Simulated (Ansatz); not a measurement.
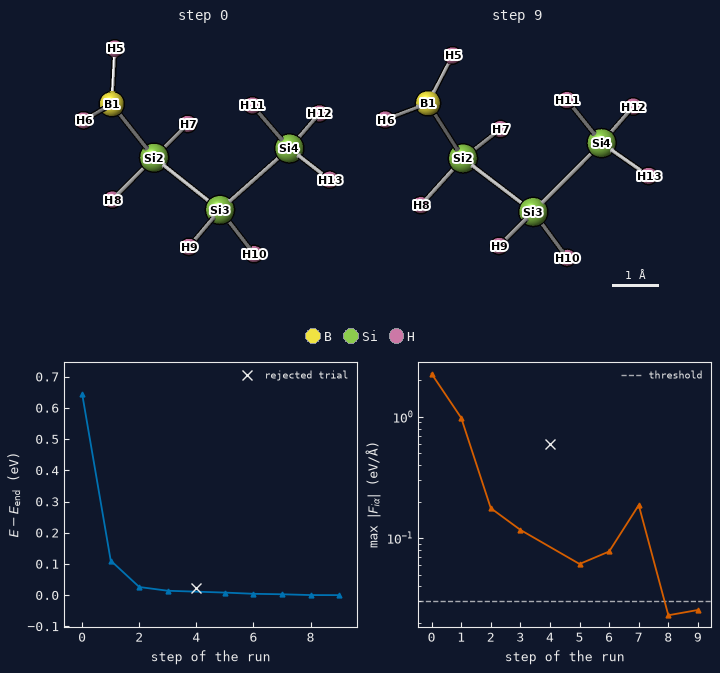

First and last geometry of a relaxation of BSi3H9 (coarse preliminary run), with the history of the run. A ball-and-stick model, seen at a tilt.

The start comes from a force field.

Computed with RKS PBE-D4/def2-SVP (Ansatz 0.2.0).

Input
```yaml
crystal:
  periodic: [false, false, false]
  atoms:
    - {symbol: B, position_ang: [-1.966500, -0.869900, -0.708400]}
    - {symbol: Si, position_ang: [-0.188800, -1.459900, -0.613700]}
    - {symbol: Si, position_ang: [0.883100, -0.250100, 0.894800]}
    - {symbol: Si, position_ang: [0.946300, 1.907300, 0.300200]}
    - {symbol: H, position_ang: [-2.428900, -0.399700, -1.754900]}
    - {symbol: H, position_ang: [-2.703900, -0.833700, 0.237400]}
    - {symbol: H, position_ang: [0.491700, -1.299000, -1.918400]}
    - {symbol: H, position_ang: [-0.136700, -2.856500, -0.225800]}
    - {symbol: H, position_ang: [0.269700, -0.388700, 2.260500]}
    - {symbol: H, position_ang: [2.311700, -0.711900, 1.011700]}
    - {symbol: H, position_ang: [-0.535200, 2.346000, 0.236700]}
    - {symbol: H, position_ang: [1.537000, 2.052300, -0.992100]}
    - {symbol: H, position_ang: [1.540900, 2.729000, 1.286800]}
basis:
  gaussian: {orbitals: def2-SVP}
hamiltonian: {xc: pbe, dispersion: d4}
relax: {f_tol: 0.03, max_steps: 200}
```

Command:
```bash
ansatz run in.yaml --threads 4 --pin off --events-out ev --progress --plain --max-ram 10444MiB
```

Q: Did the run converge, and what did it change?

A: It converged. The atom that moves furthest after the best rigid fit is H5 (0.74 Å). By element the largest moves are H 0.74 Å, Si 0.21 Å, B 0.09 Å. Near-neighbour distances that change, for instance: Si2–Si3 2.211 → 2.381 Å, Si3–Si4 2.239 → 2.353 Å, B1–Si2 1.875 → 1.987 Å, Si4–H13 1.415 → 1.506 Å. Bond angles that change, for instance: B1–Si2–Si3 108.8° → 98.8°, B1–Si2–H7 110.9° → 116.6°, H12–Si4–H13 113.5° → 108.8°. Groups turn about B1–Si2 by about 30°. The energy falls by 0.645 eV in 8 accepted moves (9 points after the start). Largest force component: 2.3 eV/Å at the start, 0.025 eV/Å at the end. The line search rejected the trial step at point 4 of the run. Cost: 13 s on 4 threads of Arm Neoverse V1, on a shared host.

```
step  E − E(0), eV  largest force component, eV/Å      note
   0        0.0000                         2.2666          
   1       -0.5340                         0.9818          
   2       -0.6187                         0.1765          
   3       -0.6307                         0.1168          
   4       -0.6228                         0.5960  rejected
   5       -0.6365                         0.0611          
   6       -0.6404                         0.0775          
   7       -0.6419                         0.1871          
   8       -0.6445                         0.0231          
   9       -0.6447                         0.0255
```
